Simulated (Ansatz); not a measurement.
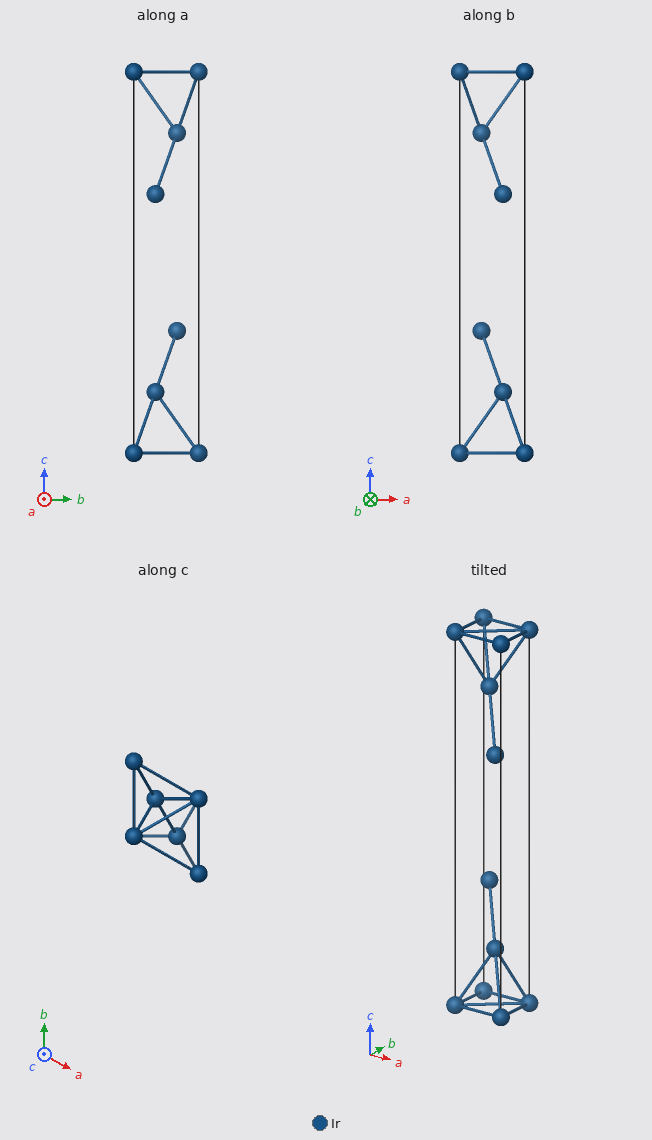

An orthographic ball-and-stick view of the structure, along the a axis, along the b axis, along the c axis and slightly off an axis. The edges of the conventional unit cell are marked.

Lattice parameters: a = 2.737 Å, b = 2.737 Å, c = 13.939 Å, α = 90.00°, β = 90.00°, γ = 120.00°. Put a along x and b in the xy plane.

Q: Put the structure into a POSCAR file, with free fractional coordinates to two decimals.

A:
```
Ir
1.0
     2.737    0.000    0.000
    -1.368    2.370    0.000
     0.000    0.000   13.939
Ir
5
Direct
  0.6667 0.3333 0.68
  0.3333 0.6667 0.84
  0.00 0.00 0.00
  0.6667 0.3333 0.16
  0.3333 0.6667 0.32
```

Its origin is the standard structure of this element; a slab was cut from it. Earlier steps of the study may have refined or changed the cell and positions. It went into a calculation with Ansatz.
